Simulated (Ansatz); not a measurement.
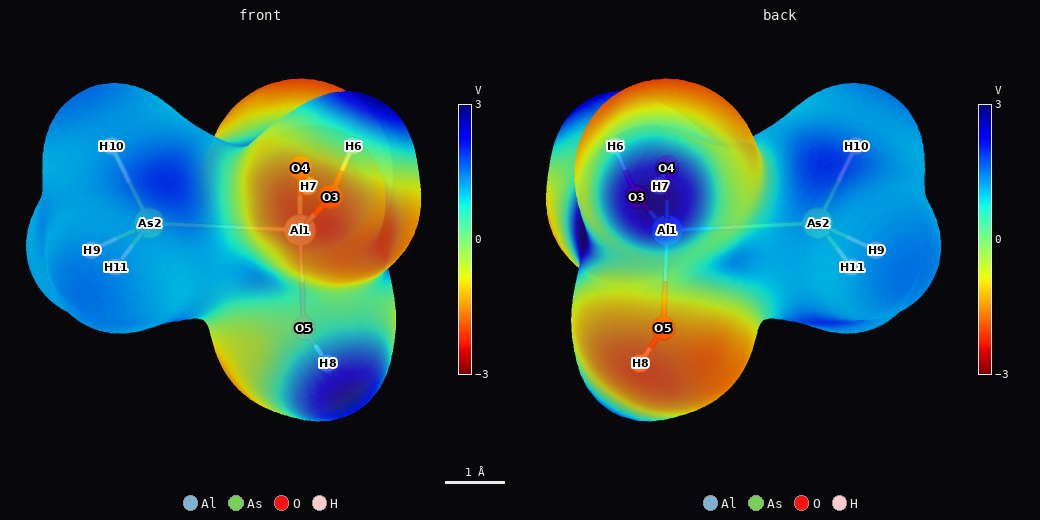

AlAsH$_{6}$O$_{3}$ (SMILES [OH][Al-]([OH])([OH])[AsH3+]). The molecular electrostatic potential painted on the density surface at 0.004 e/bohr³, seen from the front and from behind; the colour scale runs from red (negative) to blue (positive).

Geometry: PBE0-D4/def2-SVP.

The calculation used isolated molecule in a Gaussian basis; Kohn-Sham density functional theory, functional PBE0 in Ansatz 0.2.0.

```yaml
atoms:
  - { symbol: Al, position_ang: [-0.2939, -0.5931, 0.7177] }
  - { symbol: As, position_ang: [0.5215, 1.0034, -1.2251] }
  - { symbol: O, position_ang: [-1.9515, -0.1518, 0.6576] }
  - { symbol: O, position_ang: [0.6887, 0.0726, 1.9574] }
  - { symbol: O, position_ang: [0.1917, -2.0673, -0.0147] }
  - { symbol: H, position_ang: [-2.3510, 0.3784, 1.3488] }
  - { symbol: H, position_ang: [1.4448, -0.4035, 2.3038] }
  - { symbol: H, position_ang: [-0.4509, -2.6827, -0.3708] }
  - { symbol: H, position_ang: [1.9675, 0.9916, -1.6645] }
  - { symbol: H, position_ang: [0.3864, 2.5022, -1.0861] }
  - { symbol: H, position_ang: [-0.0879, 0.8931, -2.6037] }
```

### Describe the electrostatic potential map.

The most negative region (about −2.0 V, or −46 kcal/mol for a unit charge) lies over O3, O4 and O5, the most positive (about +2.8 V, or +65 kcal/mol for a unit charge) over Al1, H6, H7 and H8.

### How polar is the molecule by this calculation?

Its dipole moment is 2.62 D.
